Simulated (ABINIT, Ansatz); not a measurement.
# Lattice dynamics of Dysprosium (P6_3/mmc) in two programs, part 3 of 4

How does Dysprosium (P6_3/mmc) vibrate, and is this structure a minimum?

ABINIT 10.8.3; DFT PBE, scalar-relativistic, plane waves, PseudoDojo norm-conserving, 4f in core pseudopotentials.

So far. Step 4 (Ground state): The cell stands at -1.7 GPa: the relaxation ran with a smoothed and higher cutoff, and the difference is a stress of the finite basis. Step 5 (Linear response at Γ): The acoustic modes at Γ come out as far as 3.5 cm⁻¹ from zero, where they should vanish, a small numerical error. The relaxed cell has a = 3.602, c = 5.638 Å (conventional setting).

## 7. Dispersion

anaddb transforms the dynamical matrices to force constants and back along the path; points of the mesh come back as solved, but for the sum rule and, in polar crystals, the LO-TO term at Γ; the rest is interpolation.

anaddb.abi

```
ddb_filepath "all_DDB"
output_file "anaddb.abo"
outdata_prefix "anaddb"
ifcflag 1
ngqpt 3 3 2
nqshft 1
q1shft 0.0 0.0 0.0
asr 1
chneut 0
dipdip 0
dipquad 0
quadquad 0
enunit 0
eivec 0
nph1l 93
qph1l 
    0.0 0.0 0.0 1.0
    0.05 0.0 0.0 1.0
    0.1 0.0 0.0 1.0
    0.15 0.0 0.0 1.0
    0.2 0.0 0.0 1.0
    0.25 0.0 0.0 1.0
    0.3 0.0 0.0 1.0
    0.35 0.0 0.0 1.0
    0.4 0.0 0.0 1.0
    0.45 0.0 0.0 1.0
    0.5 0.0 0.0 1.0
    0.48333333 0.03333333 0.0 1.0
    0.46666667 0.06666667 0.0 1.0
    0.45 0.1 0.0 1.0
    0.43333333 0.13333333 0.0 1.0
    0.41666667 0.16666667 0.0 1.0
    0.4 0.2 0.0 1.0
    0.38333333 0.23333333 0.0 1.0
    0.36666667 0.26666667 0.0 1.0
    0.35 0.3 0.0 1.0
    0.33333333 0.33333333 0.0 1.0
    0.3 0.3 0.0 1.0
    0.26666667 0.26666667 0.0 1.0
    0.23333333 0.23333333 0.0 1.0
    0.2 0.2 0.0 1.0
    0.16666667 0.16666667 0.0 1.0
    0.13333333 0.13333333 0.0 1.0
    0.1 0.1 0.0 1.0
    0.06666667 0.06666667 0.0 1.0
    0.03333333 0.03333333 0.0 1.0
    0.0 0.0 0.0 1.0
    0.0 0.0 0.05 1.0
    0.0 0.0 0.1 1.0
    0.0 0.0 0.15 1.0
    0.0 0.0 0.2 1.0
    0.0 0.0 0.25 1.0
    0.0 0.0 0.3 1.0
    0.0 0.0 0.35 1.0
    0.0 0.0 0.4 1.0
    0.0 0.0 0.45 1.0
    0.0 0.0 0.5 1.0
    0.05 0.0 0.5 1.0
    0.1 0.0 0.5 1.0
    0.15 0.0 0.5 1.0
    0.2 0.0 0.5 1.0
    0.25 0.0 0.5 1.0
    0.3 0.0 0.5 1.0
    0.35 0.0 0.5 1.0
    0.4 0.0 0.5 1.0
    0.45 0.0 0.5 1.0
    0.5 0.0 0.5 1.0
    0.48333333 0.03333333 0.5 1.0
    0.46666667 0.06666667 0.5 1.0
    0.45 0.1 0.5 1.0
    0.43333333 0.13333333 0.5 1.0
    0.41666667 0.16666667 0.5 1.0
    0.4 0.2 0.5 1.0
    0.38333333 0.23333333 0.5 1.0
    0.36666667 0.26666667 0.5 1.0
    0.35 0.3 0.5 1.0
    0.33333333 0.33333333 0.5 1.0
    0.3 0.3 0.5 1.0
    0.26666667 0.26666667 0.5 1.0
    0.23333333 0.23333333 0.5 1.0
    0.2 0.2 0.5 1.0
    0.16666667 0.16666667 0.5 1.0
    0.13333333 0.13333333 0.5 1.0
    0.1 0.1 0.5 1.0
    0.06666667 0.06666667 0.5 1.0
    0.03333333 0.03333333 0.5 1.0
    0.0 0.0 0.5 1.0
    0.5 0.0 0.5 1.0
    0.5 0.0 0.45 1.0
    0.5 0.0 0.4 1.0
    0.5 0.0 0.35 1.0
    0.5 0.0 0.3 1.0
    0.5 0.0 0.25 1.0
    0.5 0.0 0.2 1.0
    0.5 0.0 0.15 1.0
    0.5 0.0 0.1 1.0
    0.5 0.0 0.05 1.0
    0.5 0.0 0.0 1.0
    0.33333333 0.33333333 0.5 1.0
    0.33333333 0.33333333 0.45 1.0
    0.33333333 0.33333333 0.4 1.0
    0.33333333 0.33333333 0.35 1.0
    0.33333333 0.33333333 0.3 1.0
    0.33333333 0.33333333 0.25 1.0
    0.33333333 0.33333333 0.2 1.0
    0.33333333 0.33333333 0.15 1.0
    0.33333333 0.33333333 0.1 1.0
    0.33333333 0.33333333 0.05 1.0
    0.33333333 0.33333333 0.0 1.0
```

mrgddb.in

```
all_DDB
merged
6
dfpt_gammao_DDB
dfpt_qo_DS1_DDB
dfpt_qo_DS2_DDB
dfpt_qo_DS3_DDB
dfpt_qo_DS4_DDB
dfpt_qo_DS5_DDB
```

Launch:

```
$ mrgddb < mrgddb.in > mrgddb.log
$ OMP_NUM_THREADS=1 anaddb anaddb.abi > anaddb.log
```

anaddb.abo, the main output file:

```text
[banners, grids, parts of the stress and lines that vanish by symmetry left out]
-outvars_anaddb: echo values of input variables ----------------------

 Flags :
[...]
Phonon wavevector (reduced coordinates) :  0.00000  0.00000  0.00000
 Phonon energies in Hartree :
[...]
Phonon frequencies in cm-1    :
-  0.000000E+00  0.000000E+00  0.000000E+00  6.327508E+01  6.327508E+01
-  1.073454E+02
[...]
Phonon wavevector (reduced coordinates) :  0.05000  0.00000  0.00000
 Phonon energies in Hartree :
[...]
Phonon frequencies in cm-1    :
-  9.959151E+00  1.028869E+01  1.550057E+01  6.428486E+01  6.461614E+01
-  1.074366E+02
[...]
Phonon wavevector (reduced coordinates) :  0.10000  0.00000  0.00000
 Phonon energies in Hartree :
[...]
Phonon frequencies in cm-1    :
-  1.956736E+01  2.006499E+01  3.055653E+01  6.710728E+01  6.828913E+01
-  1.076382E+02
[...]
Phonon wavevector (reduced coordinates) :  0.15000  0.00000  0.00000
 Phonon energies in Hartree :
[...]
Phonon frequencies in cm-1    :
-  2.851467E+01  2.888370E+01  4.474549E+01  7.121606E+01  7.345427E+01
-  1.077636E+02
[...]
Phonon wavevector (reduced coordinates) :  0.20000  0.00000  0.00000
 Phonon energies in Hartree :
[...]
Phonon frequencies in cm-1    :
-  3.642297E+01  3.656571E+01  5.768832E+01  7.596332E+01  7.918079E+01
-  1.075855E+02
[...]
Phonon wavevector (reduced coordinates) :  0.25000  0.00000  0.00000
 Phonon energies in Hartree :
[...]
Phonon frequencies in cm-1    :
-  4.251602E+01  4.357690E+01  6.906647E+01  8.074537E+01  8.471115E+01
-  1.069256E+02
  Phonon wavevector (reduced coordinates) :  0.30000  0.00000  0.00000
 Phonon energies in Hartree :
[...]
Phonon frequencies in cm-1    :
-  4.715050E+01  4.948759E+01  7.863260E+01  8.508855E+01  8.953839E+01
-  1.057324E+02
  Phonon wavevector (reduced coordinates) :  0.35000  0.00000  0.00000
 Phonon energies in Hartree :
[...]
Phonon frequencies in cm-1    :
-  5.043882E+01  5.427782E+01  8.621234E+01  8.867158E+01  9.338051E+01
-  1.041307E+02
  Phonon wavevector (reduced coordinates) :  0.40000  0.00000  0.00000
 Phonon energies in Hartree :
[...]
Phonon frequencies in cm-1    :
-  5.256874E+01  5.789804E+01  9.130848E+01  9.169707E+01  9.611815E+01
-  1.024353E+02
  Phonon wavevector (reduced coordinates) :  0.45000  0.00000  0.00000
 Phonon energies in Hartree :
[...]
Phonon frequencies in cm-1    :
-  5.374256E+01  6.020904E+01  9.291107E+01  9.502677E+01  9.772915E+01
-  1.011059E+02
  Phonon wavevector (reduced coordinates) :  0.50000  0.00000  0.00000
 Phonon energies in Hartree :
[...]
Phonon frequencies in cm-1    :
-  5.411461E+01  6.101310E+01  9.344752E+01  9.615078E+01  9.825128E+01
-  1.005966E+02
  Phonon wavevector (reduced coordinates) :  0.48333  0.03333  0.00000
 Phonon energies in Hartree :
[...]
Phonon frequencies in cm-1    :
-  5.463000E+01  6.121672E+01  9.271792E+01  9.669270E+01  9.816393E+01
-  1.003284E+02
  Phonon wavevector (reduced coordinates) :  0.46667  0.06667  0.00000
 Phonon energies in Hartree :
[...]
Phonon frequencies in cm-1    :
-  5.611922E+01  6.182693E+01  9.123465E+01  9.762705E+01  9.790645E+01
-  9.953187E+01
  Phonon wavevector (reduced coordinates) :  0.45000  0.10000  0.00000
 Phonon energies in Hartree :
[...]
Phonon frequencies in cm-1    :
-  5.842668E+01  6.284099E+01  8.948892E+01  9.749250E+01  9.823112E+01
-  9.850353E+01
[...]
Phonon wavevector (reduced coordinates) :  0.10000  0.00000  0.50000
 Phonon energies in Hartree :
[...]
Phonon frequencies in cm-1    :
-  5.040618E+01  5.040618E+01  5.237456E+01  5.237456E+01  8.160950E+01
-  8.160950E+01
  Phonon wavevector (reduced coordinates) :  0.15000  0.00000  0.50000
 Phonon energies in Hartree :
[...]
Phonon frequencies in cm-1    :
-  5.449075E+01  5.449075E+01  5.740048E+01  5.740048E+01  8.314968E+01
-  8.314968E+01
  Phonon wavevector (reduced coordinates) :  0.20000  0.00000  0.50000
 Phonon energies in Hartree :
[...]
Phonon frequencies in cm-1    :
-  5.895063E+01  5.895063E+01  6.133832E+01  6.133832E+01  8.628966E+01
-  8.628966E+01
  Phonon wavevector (reduced coordinates) :  0.25000  0.00000  0.50000
 Phonon energies in Hartree :
[...]
Phonon frequencies in cm-1    :
-  6.318039E+01  6.318039E+01  6.348848E+01  6.348848E+01  9.091522E+01
-  9.091522E+01
  Phonon wavevector (reduced coordinates) :  0.30000  0.00000  0.50000
 Phonon energies in Hartree :
[...]
Phonon frequencies in cm-1    :
-  6.434545E+01  6.434545E+01  6.679687E+01  6.679687E+01  9.603675E+01
-  9.603675E+01
  Phonon wavevector (reduced coordinates) :  0.35000  0.00000  0.50000
 Phonon energies in Hartree :
[...]
Phonon frequencies in cm-1    :
-  6.458555E+01  6.458555E+01  6.961287E+01  6.961287E+01  1.006808E+02
-  1.006808E+02
[...]
Phonon wavevector (reduced coordinates) :  0.33333  0.33333  0.05000
 Phonon energies in Hartree :
[...]
Phonon frequencies in cm-1    :
-  7.473262E+01  7.473262E+01  8.261925E+01  8.261925E+01  9.366487E+01
-  1.010229E+02
  Phonon wavevector (reduced coordinates) :  0.33333  0.33333  0.00000
 Phonon energies in Hartree :
[...]
Phonon frequencies in cm-1    :
-  7.795253E+01  7.795253E+01  7.959609E+01  7.959609E+01  9.366522E+01
-  1.011116E+02
-
```

Elapsed: 1.1 s, on 1 thread of Intel Xeon Platinum 8488C (Sapphire Rapids), shared host.

This step gave:

```
lowest frequency on the path : 0 cm⁻¹
```

Anaddb. Phonon branches along the path, in cm⁻¹:

```tsv
point	branch 1	branch 2	branch 3	branch 4	branch 5	branch 6
Γ	0	0	0	63	63	107
M	54	61	93	96	98	101
K	78	78	80	80	94	101
Γ	0	0	0	63	63	107
A	46	46	46	46	81	81
L	65	65	73	73	107	107
H	48	48	96	96	100	100
A	46	46	46	46	81	81
jump to L	65	65	73	73	107	107
M	54	61	93	96	98	101
jump to H	48	48	96	96	100	100
K	78	78	80	80	94	101
```

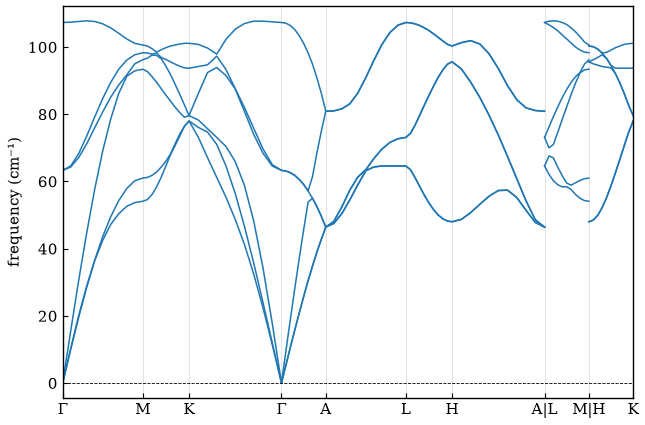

Phonon branches along the path.

All branches are real along the path.

## 8. Sums over the zone

Sums over the zone need many more wavevectors than were solved, so the interpolation is sampled on a dense mesh.

anaddb.abi

```
ddb_filepath "all_DDB"
output_file "anaddb.abo"
outdata_prefix "anaddb"
ifcflag 1
ngqpt 3 3 2
nqshft 1
q1shft 0.0 0.0 0.0
asr 1
chneut 0
dipdip 0
dipquad 0
quadquad 0
prtdos 2
ng2qpt 14 14 8
dosdeltae 4.5563e-06
ntemper 11
temperinc 100.0
tempermin 0.0
```

Launch:

```
$ OMP_NUM_THREADS=1 anaddb anaddb.abi > anaddb.log
```

anaddb.abo, the main output file:

```text
-outvars_anaddb: echo values of input variables ----------------------

 Flags :
     ifcflag         1
 Miscellaneous information :
         asr         1
      chneut         0
 Interatomic Force Constants Inputs :
      dipdip         0
     dipquad         0
    quadquad         0
      ifcana         0
      ifcout         0
 Description of grid 1 :
        brav         1
       ngqpt         3         3         2
      nqshft         1
      q1shft
                     0.00000000E+00  0.00000000E+00  0.00000000E+00
 Phonon DOS information :
   dosdeltae  4.55630000E-06
    dossmear  4.55633525E-06
 Description of grid 2 (Fourier interp. or BZ sampling):
      ng2qpt        14        14         8
      ngrids         4
      q2shft         0.00000000E+00  0.00000000E+00  0.00000000E+00

================================================================================

 read the DDB information and perform some checks

  ==== Info on the Cryst% object ====
 Real(R)+Recip(G) space primitive vectors, cartesian coordinates (Bohr,Bohr^-1):
 R(1)=  6.8072027  0.0000000  0.0000000  G(1)=  0.1469032  0.0848146  0.0000000
 R(2)= -3.4036014  5.8952105  0.0000000  G(2)=  0.0000000  0.1696292  0.0000000
 R(3)=  0.0000000  0.0000000 10.6551464  G(3)=  0.0000000  0.0000000  0.0938514
 Unit cell volume ucvol=  4.2758988E+02 bohr^3
 Angles (23,13,12)=  9.00000000E+01  9.00000000E+01  1.20000000E+02 degrees
 Time-reversal symmetry is present
 Reduced atomic positions [iatom, xred, symbol]:
    1)    0.3333333  0.6666667  0.2500000  Dy
    2)    0.6666667  0.3333333  0.7500000  Dy

 DDB file with 6 blocks has been read.

================================================================================

 Calculation of the interatomic forces

       Homogeneous q point set in the B.Z.
 Grid q points  :       18
  1)   0.00000000E+00  0.00000000E+00  0.00000000E+00
  2)   3.33333333E-01  0.00000000E+00  0.00000000E+00
  3)  -3.33333333E-01  0.00000000E+00  0.00000000E+00
  4)   0.00000000E+00  3.33333333E-01  0.00000000E+00
  5)   3.33333333E-01  3.33333333E-01  0.00000000E+00
  6)  -3.33333333E-01  3.33333333E-01  0.00000000E+00
  7)   0.00000000E+00 -3.33333333E-01  0.00000000E+00
  8)   3.33333333E-01 -3.33333333E-01  0.00000000E+00
  9)  -3.33333333E-01 -3.33333333E-01  0.00000000E+00
 10)   0.00000000E+00  0.00000000E+00  5.00000000E-01
 11)   3.33333333E-01  0.00000000E+00  5.00000000E-01
 12)  -3.33333333E-01  0.00000000E+00  5.00000000E-01
 13)   0.00000000E+00  3.33333333E-01  5.00000000E-01
 14)   3.33333333E-01  3.33333333E-01  5.00000000E-01
 15)  -3.33333333E-01  3.33333333E-01  5.00000000E-01
 16)   0.00000000E+00 -3.33333333E-01  5.00000000E-01
 17)   3.33333333E-01 -3.33333333E-01  5.00000000E-01
 18)  -3.33333333E-01 -3.33333333E-01  5.00000000E-01

 The interatomic forces have been obtained

================================================================================

 Calculation of phonon density of states

 Average speed of sound partial sums:     0.9459012160E-03 (at units)
-                                   =           2.0693 [km/s]

 Debye frequency from partial sums:     0.4893883571E-03 (Ha)
-                                 =     0.3220020704E+01 (THz)
-Debye temperature from partial sums:     0.1545366206E+03 (K)

 Average speed of sound:     0.9919351180E-03 (at units)
-                      =           2.1700 [km/s]

 Debye frequency from DOS:     0.5132052793E-03 (Ha)
-                        =     0.3376728524E+01 (THz)
-Debye temperature from DOS:     0.1620574098E+03 (K)

-
```

The job ended after 1.1 s (1 thread).

Numbers from this step:

```
share of modes beyond 3i cm⁻¹ on the dense interpolated mesh : 0
zero-point energy per atom                                   : 14.22 meV
heat capacity at 300 K                                       : 24.65 J/(mol atoms K)
vibrational entropy at 300 K                                 : 51.14 J/(mol atoms K)
```

The phonon density of states has structure finer than the step of the table below, so its rows give means over 10 cm⁻¹, whole bins alone (the curve runs from -30 to 137 cm⁻¹). Peaks (cm⁻¹: height): 55.0: 0.117, 103.0: 0.191.

Tetrahedra. The phonon density of states by wavenumber; means over each step:

```tsv
wavenumber (cm⁻¹)	phonon density of states (1/cm⁻¹/cell)
0	1.8e-5
10	4.9e-4
20	0.00283
30	0.00797
40	0.0188
50	0.0785
60	0.0916
70	0.0723
80	0.0898
90	0.0912
100	0.125
110	0.0205
120	0
```

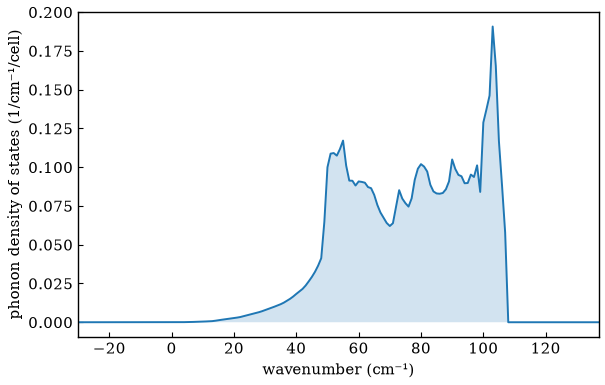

Phonon density of states, plotted against wavenumber.

Harmonic thermodynamic functions per atom, summed over the density of states scaled to three modes an atom; melting is ignored. Thermodynamic functions:

```tsv
T (K)	F_vib (meV/atom)	S (J/mol-atom/K)	C_V (J/mol-atom/K)
0	14.22	0	0
50	12.32	10.95	16.84
100	2.78	24.88	22.45
200	-32.33	41.21	24.28
300	-80.52	51.14	24.65
400	-137.4	58.25	24.78
500	-200.7	63.78	24.84
600	-269.2	68.32	24.87
700	-342.1	72.15	24.89
800	-418.6	75.47	24.9
900	-498.4	78.41	24.91
1000	-581	81.03	24.92
```

At 300 K the heat capacity has reached 99 % of the Dulong-Petit value.

(Part 3 of 4 ends here.)

[Host names and launcher messages were left out of these logs when they were recorded.]

[Logs are printed without paths, hosts, clocks, repeated set-up lines and the standing remarks that a program may print on its own settings, such as how far it seeks lower states.]

[Hosts, paths, dates, database ids (printed as entryN), source tags and the programs' standing remarks are cut or masked in the printed files.]
